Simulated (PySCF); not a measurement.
## C3H4FGa: geometry relaxation

System: C3H4FGa.
Method: PBE0-D3(BJ)/def2-SVP geometry optimisation, gas phase (PySCF 2.14.0).

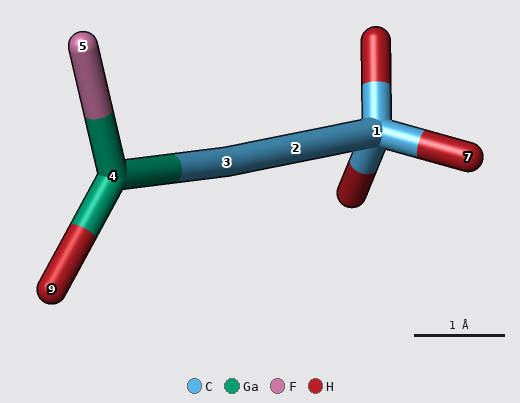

**Figure 1.** The starting structure (stick view, seen at a tilt; atoms are numbered from 1 in the order of the input). Sticks mark near contacts.

### Input file
```
{"job": {"xc": "PBE0", "basis": "def2-SVP", "d3": "d3bj", "grid": 1, "shake": 0.01, "kind": "geom"}, "charge": 0, "multiplicity": 1}
C     -2.008460    -0.296170    -0.214690
C     -0.614330    -0.049340    -0.080030
C      0.558740     0.159840     0.027700
Ga     2.527470     0.412810     0.236460
F      3.437850    -0.955830     0.760500
H     -2.416500     0.300930    -1.069100
H     -2.536700     0.045340     0.686060
H     -2.203860    -1.325090    -0.388000
H      3.313600     1.690360     0.007390
```

The first line tells a small driver script what to run in PySCF; the rest is the geometry in Å.

Run as:
```bash
OMP_NUM_THREADS=1 python <driver script> task.json out
```

### What the program printed
```
step   0  E = -2140.49940354  max force = 0.084742
step   1  E = -2140.50524450  max force = 0.015695
step   2  E = -2140.50625677  max force = 0.004611
step   3  E = -2140.50672537  max force = 0.001497
step   4  E = -2140.50681156  max force = 0.001618
step   5  E = -2140.50692645  max force = 0.001701
step   6  E = -2140.50698716  max force = 0.001425
step   7  E = -2140.50700407  max force = 0.000476
step   8  E = -2140.50700689  max force = 0.000142
optimisation converged
```

### Trajectory as extended XYZ (Å, eV, eV/Å), 9 frames, from step=0 to step=8
```
9
Properties=species:S:1:pos:R:3:forces:R:3 step=0 energy=-58245.95554
C    -2.0085   -0.2962   -0.2147   -0.7964   1.7466  -0.3953
C    -0.6143   -0.0493   -0.0800   -1.5019  -0.2969  -0.1595
C     0.5587    0.1598    0.0277    4.3576   0.5350   0.4616
Ga    2.5275    0.4128    0.2365   -2.2665   0.1278  -0.3167
F     3.4379   -0.9558    0.7605    0.3515  -0.6780   0.2293
H    -2.4165    0.3009   -1.0691    0.1063  -0.3839   0.3823
H    -2.5367    0.0453    0.6861   -0.1509  -0.1257   0.0841
H    -2.2039   -1.3251   -0.3880   -0.3955  -1.3935  -0.1834
H     3.3136    1.6904    0.0074    0.2959   0.4685  -0.1024
9
Properties=species:S:1:pos:R:3:forces:R:3 step=1 energy=-58246.11449
C    -1.9710   -0.3712   -0.2732   -0.0287  -0.1998  -0.1151
C    -0.5462   -0.1348   -0.1547    0.1717   0.0000  -0.0130
C     0.6569    0.0650   -0.0546   -0.2397   0.2597   0.1266
Ga    2.4311    0.5928    0.3349    0.3745  -0.8071  -0.0831
F     3.3761   -0.8110    0.9014   -0.2076   0.6728  -0.1310
H    -2.3945    0.1989   -1.1137   -0.0170   0.0220  -0.0174
H    -2.4889   -0.0529    0.6435   -0.0380  -0.0246   0.0382
H    -2.1919   -1.4418   -0.4450    0.0467   0.1691   0.0711
H     3.1852    1.9372    0.1286   -0.0620  -0.0922   0.1237
9
Properties=species:S:1:pos:R:3:forces:R:3 step=2 energy=-58246.14203
C    -1.9902   -0.3601   -0.2786   -0.0220   0.0084   0.0027
C    -0.5647   -0.1318   -0.1409    0.0555  -0.0494  -0.0857
C     0.6403    0.0476   -0.0399    0.0160  -0.0423   0.1380
Ga    2.4449    0.5075    0.2988    0.1329  -0.0396   0.0699
F     3.5483   -0.7173    0.9248   -0.2371   0.0264  -0.1035
H    -2.4053    0.2178   -1.1194    0.0134  -0.0031   0.0074
H    -2.5196   -0.0499    0.6358   -0.0115  -0.0054   0.0025
H    -2.2098   -1.4255   -0.4526    0.0212   0.0194   0.0092
H     3.1129    1.8939    0.1392    0.0315   0.0856  -0.0404
9
Properties=species:S:1:pos:R:3:forces:R:3 step=3 energy=-58246.15478
C    -1.9820   -0.3650   -0.2742   -0.0113   0.0164   0.0187
C    -0.5594   -0.1199   -0.1359    0.0140  -0.0426  -0.0770
C     0.6431    0.0721   -0.0338   -0.0493   0.0673   0.0713
Ga    2.4466    0.5356    0.2882    0.0300  -0.0073   0.0528
F     3.4585   -0.7580    0.9108    0.0019  -0.0088  -0.0322
H    -2.4029    0.2063   -1.1163    0.0080  -0.0050   0.0036
H    -2.5180   -0.0621    0.6391    0.0004  -0.0033  -0.0023
H    -2.1851   -1.4329   -0.4463    0.0011  -0.0119  -0.0026
H     3.1560    1.9062    0.1356    0.0050  -0.0048  -0.0324
9
Properties=species:S:1:pos:R:3:forces:R:3 step=4 energy=-58246.15713
C    -1.9827   -0.3666   -0.2725   -0.0021   0.0042   0.0069
C    -0.5622   -0.1116   -0.1306    0.0118  -0.0418  -0.0517
C     0.6384    0.0873   -0.0213   -0.0218   0.0832   0.0825
Ga    2.4469    0.5420    0.2962   -0.0045  -0.0169  -0.0223
F     3.4501   -0.7688    0.8938    0.0220  -0.0133  -0.0062
H    -2.4036    0.1995   -1.1177   -0.0022  -0.0024  -0.0021
H    -2.5247   -0.0657    0.6378    0.0035  -0.0006   0.0009
H    -2.1769   -1.4367   -0.4430   -0.0018  -0.0049  -0.0021
H     3.1715    1.9027    0.1246   -0.0048  -0.0075  -0.0060
9
Properties=species:S:1:pos:R:3:forces:R:3 step=5 energy=-58246.16025
C    -1.9838   -0.3704   -0.2666    0.0096  -0.0008  -0.0024
C    -0.5689   -0.0916   -0.1118    0.0047  -0.0428  -0.0261
C     0.6271    0.1242    0.0134   -0.0094   0.0706   0.0731
Ga    2.4485    0.5496    0.2990   -0.0339   0.0018  -0.0875
F     3.4394   -0.7877    0.8528    0.0455  -0.0277   0.0249
H    -2.4045    0.1840   -1.1196   -0.0083  -0.0015  -0.0041
H    -2.5406   -0.0745    0.6361    0.0022   0.0026   0.0046
H    -2.1573   -1.4447   -0.4339   -0.0036   0.0021  -0.0023
H     3.1970    1.8932    0.0980   -0.0069  -0.0043   0.0197
9
Properties=species:S:1:pos:R:3:forces:R:3 step=6 energy=-58246.16191
C    -1.9845   -0.3753   -0.2603    0.0099   0.0016   0.0002
C    -0.5752   -0.0766   -0.0914   -0.0005  -0.0351  -0.0138
C     0.6159    0.1568    0.0481    0.0146   0.0358   0.0440
Ga    2.4501    0.5544    0.2918   -0.0428   0.0137  -0.0733
F     3.4380   -0.7973    0.8164    0.0324  -0.0206   0.0239
H    -2.4038    0.1696   -1.1200   -0.0075  -0.0003  -0.0034
H    -2.5551   -0.0841    0.6353    0.0007   0.0022   0.0035
H    -2.1407   -1.4527   -0.4256   -0.0036   0.0039  -0.0011
H     3.2123    1.8873    0.0732   -0.0033  -0.0013   0.0199
9
Properties=species:S:1:pos:R:3:forces:R:3 step=7 energy=-58246.16237
C    -1.9843   -0.3794   -0.2571    0.0041   0.0032   0.0031
C    -0.5767   -0.0757   -0.0830    0.0008  -0.0194  -0.0106
C     0.6120    0.1665    0.0621    0.0025   0.0048   0.0167
Ga    2.4496    0.5572    0.2832   -0.0127   0.0118  -0.0245
F     3.4436   -0.7931    0.8040    0.0076  -0.0037   0.0061
H    -2.4028    0.1635   -1.1187   -0.0021   0.0000   0.0002
H    -2.5590   -0.0893    0.6363    0.0010   0.0008   0.0016
H    -2.1369   -1.4572   -0.4225   -0.0018   0.0012   0.0005
H     3.2114    1.8897    0.0632    0.0005   0.0012   0.0070
9
Properties=species:S:1:pos:R:3:forces:R:3 step=8 energy=-58246.16244
C    -1.9840   -0.3829   -0.2552   -0.0007   0.0013   0.0032
C    -0.5762   -0.0806   -0.0816    0.0035  -0.0052  -0.0073
C     0.6116    0.1656    0.0644   -0.0016  -0.0055   0.0033
Ga    2.4489    0.5609    0.2777    0.0003   0.0036   0.0026
F     3.4488   -0.7850    0.8007   -0.0032   0.0050  -0.0043
H    -2.4025    0.1606   -1.1164    0.0005  -0.0003   0.0018
H    -2.5576   -0.0919    0.6388    0.0008  -0.0003   0.0006
H    -2.1387   -1.4604   -0.4205   -0.0003  -0.0007   0.0011
H     3.2065    1.8960    0.0596    0.0008   0.0021  -0.0010
```

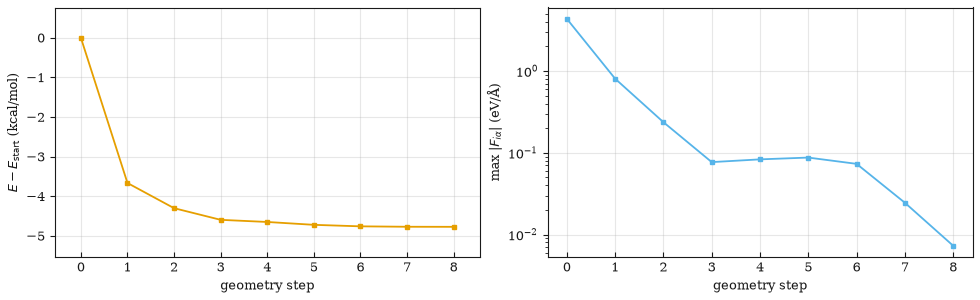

**Figure 2.** Progress of the relaxation, step by step (steps are counted from 0).

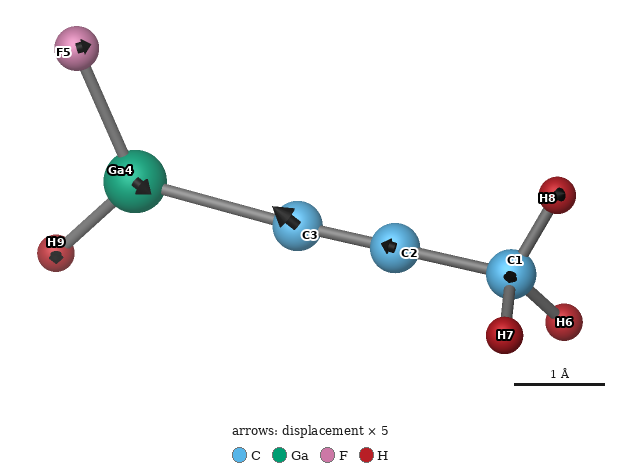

**Figure 3.** The starting structure with the displacements as black arrows, magnified 5 times (ball-and-stick view, seen at a tilt). The two geometries are laid on each other by the best rigid fit. C3 moves most after the best rigid fit: 0.073 Å. By element the largest moves are C 0.073 Å, Ga 0.048 Å, F 0.034 Å, H 0.027 Å. Among the contacts that change: C3–Ga4 1.996 → 1.891 Å, C1–H8 1.062 → 1.101 Å, Ga4–H9 1.517 → 1.551 Å, Ga4–F5 1.725 → 1.756 Å. Among the angles that change: C3–Ga4–H9 127.0° → 129.7°, H7–C1–H8 110.3° → 107.9°, C2–C3–Ga4 177.1° → 179.4°. Over 8 geometry steps the energy falls by 4.77 kcal/mol. Largest force component: 4.4 eV/Å at the start, 0.0073 eV/Å at the end. (Atoms are counted from 1 in the order of the input.)

### Results in brief

- outcome: converged
- total energy: −2140.507007 hartree
- dipole moment: 3.34 D
- point group: C1
- hardware: 1 CPU thread, shared host
- wall time: 67 s
- peak memory: 0.43 GiB
